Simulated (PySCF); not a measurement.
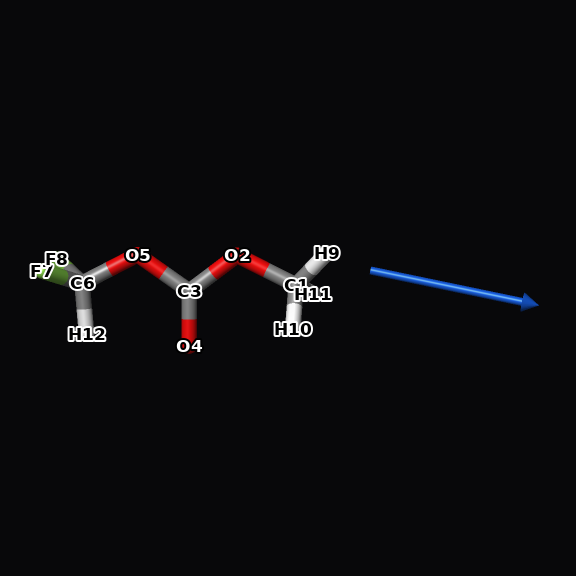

The arrow beside the molecule shows the direction of the dipole moment, from the negative to the positive end (its length means nothing). The computed structure is the end point of a GFN2-xTB optimisation. No frequency run is at hand to confirm it as a minimum. Method: B3LYP/pcJ-1, gas phase (PySCF 2.14.0).

Q: How large is the dipole moment?

A: 3.25 D; it points from the side of F7, F8 to the side of H9 (the outermost atoms at the two ends).
